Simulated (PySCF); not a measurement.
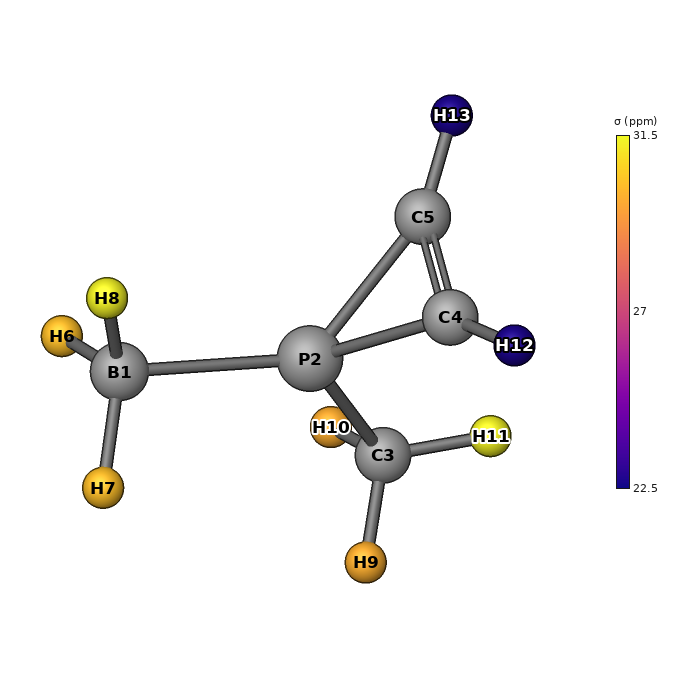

Atoms are coloured by their isotropic NMR shieldings (H only, the others grey). The computed structure is the end point of a GFN2-xTB optimisation. No frequency run is at hand to confirm it as a minimum. Method: GIAO PBE0/pcSseg-1 NMR shielding, non-relativistic, gas phase (PySCF 2.14.0).

Q: Which H atom is the most shielded (lowest chemical shift)?

A: H8 (31.35 ppm).

Q: Which H atom is the least shielded (highest chemical shift)?

A: H12, H13 (22.73 to 22.74 ppm).

Q: How wide is the range of H shifts?

A: 8.62 ppm.

List the isotropic NMR shieldings of the H atoms.

```json
{"atom": "H6", "σ (ppm)": "30.25"}
{"atom": "H7", "σ (ppm)": "30.25"}
{"atom": "H8", "σ (ppm)": "31.35"}
{"atom": "H9", "σ (ppm)": "29.89"}
{"atom": "H10", "σ (ppm)": "29.87"}
{"atom": "H11", "σ (ppm)": "31.33"}
{"atom": "H12", "σ (ppm)": "22.73"}
{"atom": "H13", "σ (ppm)": "22.74"}
```

The geometry is semi-empirical. Around B, P such bond lengths and angles can be off by a tenth of an ångström or more and by several degrees, and values that hang on the shape move with them.
